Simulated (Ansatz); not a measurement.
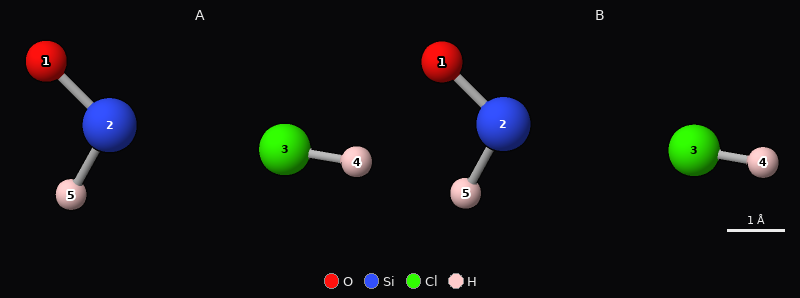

Two geometries of SiH2OCl (charge −1), drawn at one scale. One is the start of a relaxation, the other its converged end. Style: ball-and-stick. Shown at a tilt.

The calculation used RKS PBE0-D4/def2-TZVPD (Ansatz). Settings: force threshold 0.005 eV/Å; at most 200 steps.

> Which geometry has the lower energy?

Structure B is the relaxed one. It is one of the separated reactants of a reaction. The largest move after the best rigid fit is that of Cl3, 0.18 Å. By element the largest moves are Cl 0.18 Å, H 0.12 Å, Si 0.12 Å, O 0.09 Å. Near-neighbour distances that change, for instance: Si2–Cl3 3.294 → 3.587 Å, Cl3–H4 1.353 → 1.297 Å, O1–Si2 1.608 → 1.562 Å, Si2–H5 1.626 → 1.615 Å. After 8 geometry steps the energy has fallen by 0.086 eV. The largest force component goes from 1.6 to 0.0047 eV/Å. The forces were under the threshold at step 6, but the run went on from there. Cost: 24 s on 2 threads of Arm Neoverse V2, on a shared host.

Limits of the set-up: the start holds two separate molecules, 3.3 Å apart at their closest, whose relative position is a soft coordinate.
